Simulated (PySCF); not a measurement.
# C₈H₁₁ (doublet): what the fields show

```xyz
19

C    -0.8526   -0.0146   -1.3713
C    -2.2729    0.2586   -1.0521
C    -2.3551   -0.0908    0.4039
C    -1.1896   -0.4979    0.8800
C    -0.1123   -0.4812   -0.1715
C     1.0464    0.4356    0.2105
C     2.3927    0.2430   -0.4170
C     2.1840   -0.0972    1.0277
H    -0.3915    0.1940   -2.3164
H    -2.5622    1.3035   -1.2353
H    -2.9649   -0.3500   -1.6519
H    -3.2767   -0.0053    0.9540
H    -0.9801   -0.8005    1.8913
H     0.3095   -1.4896   -0.3129
H     0.7320    1.4545    0.4029
H     2.9775    1.1167   -0.6615
H     2.5153   -0.5693   -1.1176
H     2.6264    0.5403    1.7781
H     2.1646   -1.1407    1.3045
```

Geometry: GFN2-xTB.

Theory: UKS B3LYP, pcH-1 on C H, non-relativistic, mean-field spin-orbit, GIAO (PySCF).

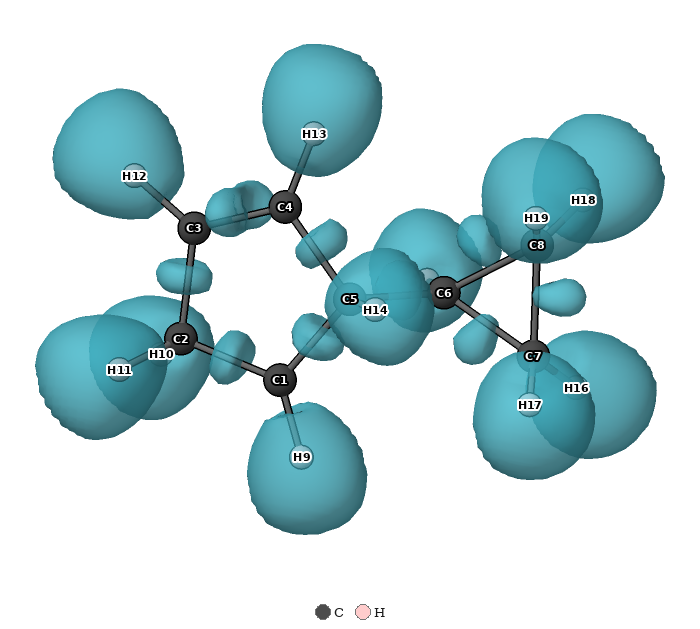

Figure 1. Isosurface of the electron localisation function at 0.85 (cyan), seen at a tilt. Only the valence region is drawn (cores and ρ < 0.01 e/Å³ removed).

Where are the electrons localised?

Answer. The ELF exceeds this value in nine regions between bonded C–C atoms (shared pairs) and eleven regions around hydrogen nuclei. Along the contacts the grid gives the following. C–C (1.32 Å): the ELF peaks at about 0.90 between the atoms; a short, multiple covalent bond. C–H (1.07 Å): the ELF climbs to about 1 towards the hydrogen, as it does in any bond to H: an ordinary covalent bond to hydrogen.

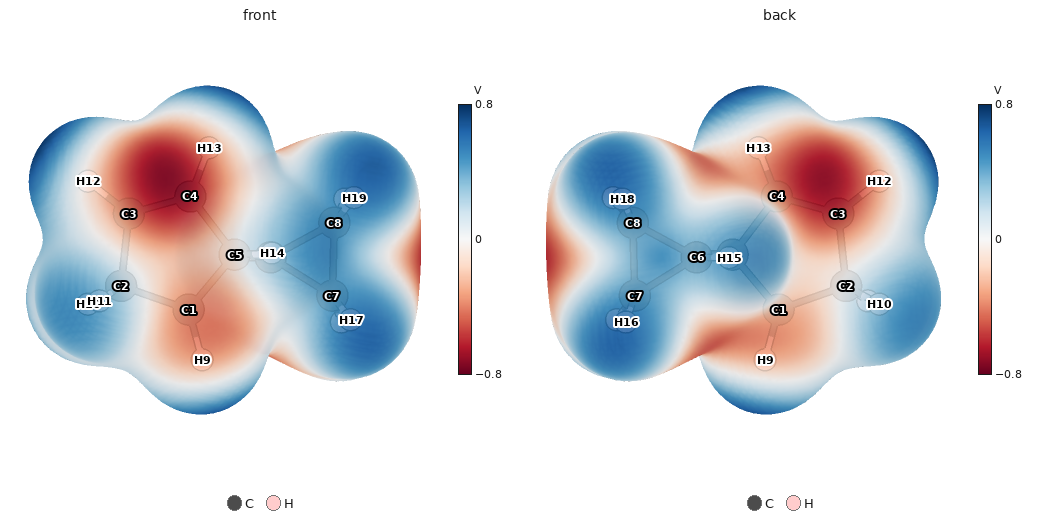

Figure 2. The molecular electrostatic potential painted on the density surface at 0.002 e/bohr³, seen from the front and from behind; the colour scale runs from red (negative) to blue (positive).

Which sites attract a positive test charge, and which a negative one?

Answer. A positive charge is drawn to the negative regions and a negative charge to the positive ones. The most negative region (about −0.7 V, or −16 kcal/mol for a unit charge) lies over the π face of C3 and C4, the most positive (about +0.7 V, or +16 kcal/mol for a unit charge) over H12 and H13.

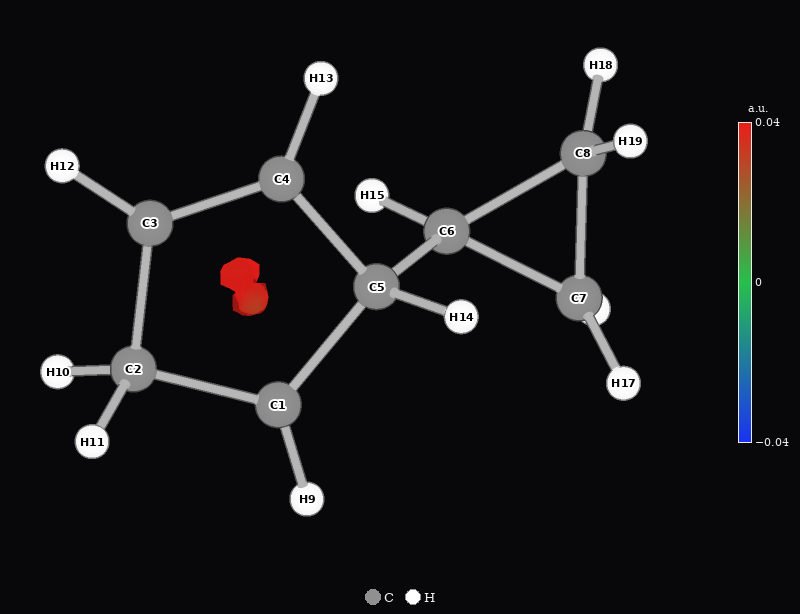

Figure 3. Non-covalent interaction (NCI) plot: the surface where the reduced density gradient is 0.5, for densities under 0.05 a.u., coloured by sign(λ₂)ρ; seen at a tilt.

Identify the weak interactions.

Answer. Inside the ring or cage of C1, C2, C3, C4 and C5: steric crowding (red).
